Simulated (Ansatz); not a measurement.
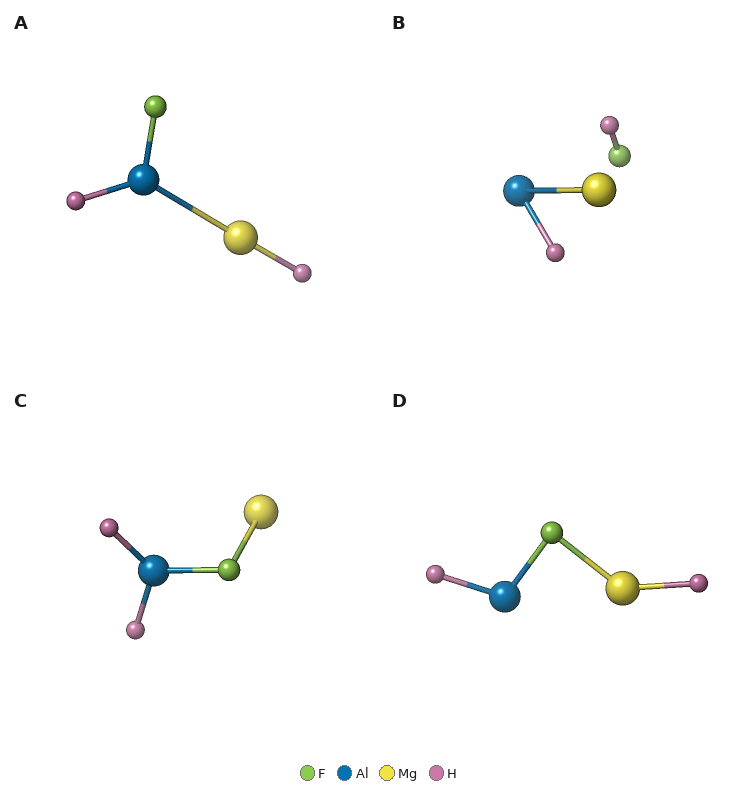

4 stationary structures of one formula. Geometries: PBE-D4/def2-SVP. Electronic energies: PBE-D4/def2-SVP (Ansatz 0.2.0), without zero-point energy. No frequency run is at hand to confirm each as a minimum.

Which structure is the most stable?

Answer. C is lowest (Cs); D lies 6.9 kcal/mol above it (Cs), A lies 7.8 kcal/mol above it (Cs), B lies 60.4 kcal/mol above it (C1).
